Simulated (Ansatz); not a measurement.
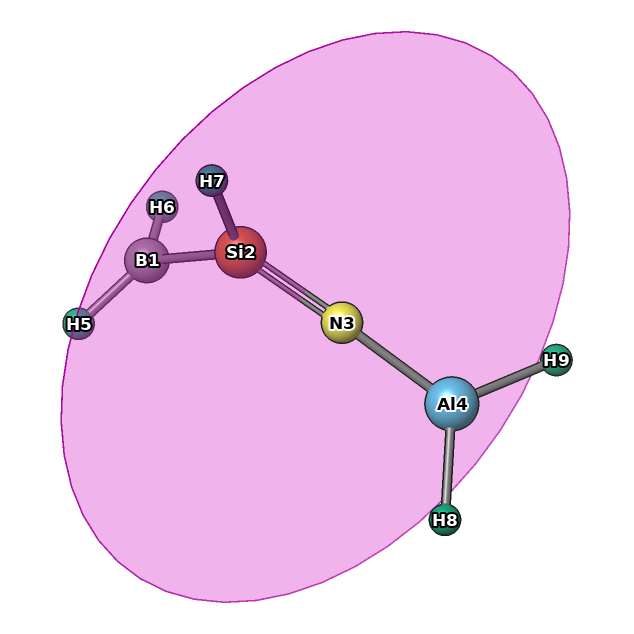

A disc through the centre of mass is drawn in. Atoms fade into the background with distance from the viewer. Computed geometry: PBE0-D4/def2-TZVP optimisation. No frequency run is at hand to confirm it as a minimum.

Is the plane of the disc a mirror plane of the structure?

Answer. No. The point group is Cs, with 1 mirror plane, and this plane isn't one of its mirror planes.
